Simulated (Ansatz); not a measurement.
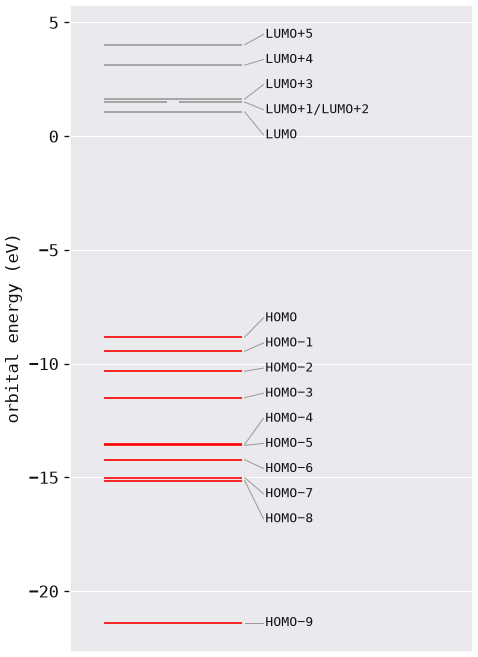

Kohn-Sham orbital energies near the frontier, ωB97M-V/def2-TZVPP with the Ansatz code, at a PBE0-D4/def2-TZVP geometry (a minimum by its frequencies), isolated molecule; empty levels in grey, levels within 0.03 eV side by side.

### Which molecule has this level scheme?
A. CH₇InN₂, SMILES [CH3][In]([NH2])[NH2], singlet
B. CH₂AlNO₂ (imidic-acid tautomer), SMILES O[C]1=[N][Al]1[OH], singlet
C. C₂H₅AlClNO, SMILES [CH3][Al]([OH])/[C](=N/[H])Cl, singlet
D. CH₈BGeN, SMILES [BH2][Ge@H]([CH3])[NH2], singlet

A. HOMO −8.83 eV, LUMO 1.06 eV, separation 9.90 eV.

Caveats: core potentials past krypton; spin-orbit coupling is left out, and with In it can shift these levels and split any degenerate set; empty levels above zero depend strongly on the basis.
